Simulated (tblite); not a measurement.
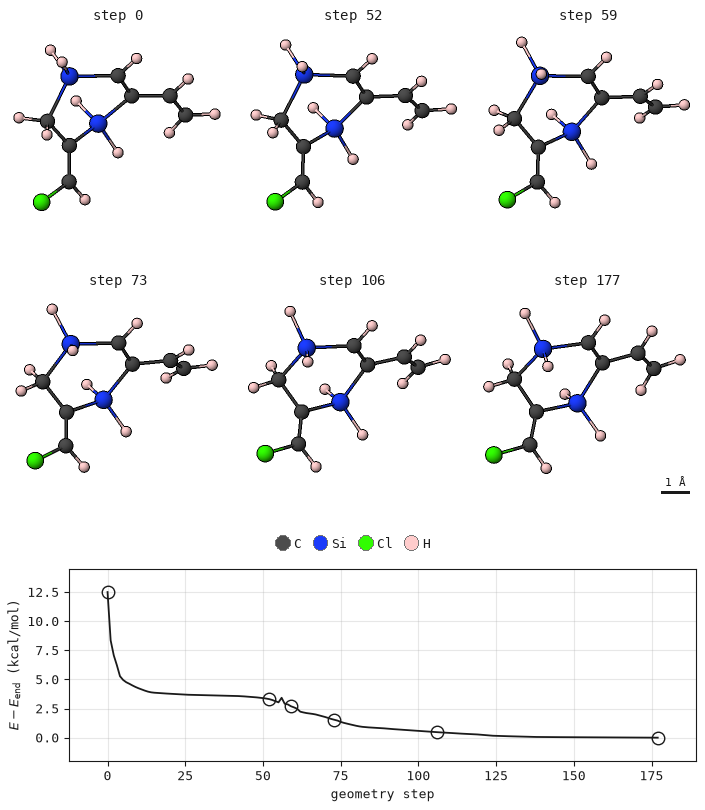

Frames of a relaxation of C$_{7}$H$_{11}$ClSi$_{2}$, marked on the history of the run. A ball-and-stick model, seen at a tilt.

Method: GFN2-xTB geometry optimisation, gas phase in tblite. 

### What happens along the run?

Over 177 geometry steps the energy falls by 12.5 kcal/mol. The atom that moves furthest after the best rigid fit is an H atom (1.61 Å). Largest moves by element: H 1.61 Å, Cl 0.81 Å, Si 0.67 Å, C 0.61 Å. Some distances before and after: Si–Si 3.068 → 3.496 Å, C–Si 1.842 → 1.907 Å, C–Si 1.825 → 1.879 Å, C–Cl 1.766 → 1.735 Å. Among the angles between lasting bonds that change: C–Si–C 115.3° → 106.9°, H–Si–H 103.6° → 110.3°, C–C–Si 115.6° → 122.2°. Groups turn about C–Si by about 75°, C–Si by about 55°, C–C by about 45°. Cost: 2 s on 1 thread of Arm Neoverse V2 (shared host). From step 0 to 52: an H atom moves most (0.39 Å), energy −9.20 kcal/mol. From step 52 to 59: an H atom moves most (0.43 Å), energy −0.61 kcal/mol. From step 59 to 73: an H atom moves most (0.47 Å), energy −1.16 kcal/mol. From step 73 to 106: an H atom moves most (0.43 Å), energy −1.07 kcal/mol. From step 106 to 177: an H atom moves most (0.43 Å), energy −0.47 kcal/mol.

| step | E − E(0), kcal/mol |
| --- | --- |
| 0 | 0.00 |
| 1 | -4.15 |
| 2 | -5.44 |
| 3 | -6.28 |
| 4 | -7.23 |
| 5 | -7.55 |
| 6 | -7.74 |
| 7 | -7.88 |
| 8 | -8.02 |
| 9 | -8.15 |
| 10 | -8.27 |
| 19 | -8.72 |
| 28 | -8.84 |
| 36 | -8.89 |
| 45 | -8.98 |
| 54 | -9.38 |
| 63 | -10.34 |
| 72 | -10.90 |
| 80 | -11.49 |
| 89 | -11.71 |
| 98 | -11.87 |
| 107 | -12.05 |
| 115 | -12.18 |
| 124 | -12.34 |
| 133 | -12.42 |
| 142 | -12.46 |
| 151 | -12.47 |
| 159 | -12.49 |
| 168 | -12.50 |
| 177 | -12.51 |
